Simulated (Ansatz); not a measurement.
Pulling on the C1–Ga2 bond in CH5Ga (SMILES [CH3][GaH2]) (multiplicity 1 held, fragments rigid). Energies count from the point at 1.979 Å.
Geometry at that point (charge 0, multiplicity 1):
```xyz
7

C     -1.56095    -0.12281     0.00124
Ga     0.41257     0.02978    -0.00136
H     -1.98855     0.49918    -0.78832
H     -1.90125    -1.14878    -0.13142
H     -1.95365     0.25455     0.94939
H      1.08437     1.45472     0.05189
H      1.33522    -1.24605    -0.04691
```

U- levels take the lowest unrestricted solution at each point, which mixes spins at long bonds. Active spaces are followed from a long bond inwards. Levels need not reach the same state.

Correlated levels freeze the cores. Filled d and f shells under p-block atoms count as core.

Programs: Ansatz (Gaussian basis) for Hartree–Fock, density functionals and correlated methods. 

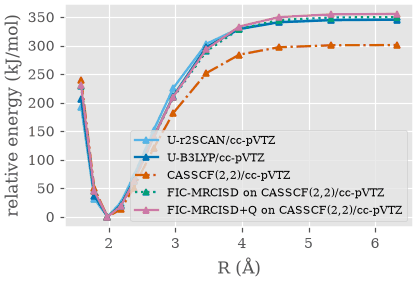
*Relative energy along the coordinate*

Task: Read off the CASSCF(2,2)/cc-pVTZ curve at R = 2.969.

Result: about 180 kJ/mol

Doubts at one or more of the structures used: a spin-contaminated determinant (U-r2SCAN/cc-pVTZ, U-B3LYP/cc-pVTZ).

Ansatz is an electronic-structure program.
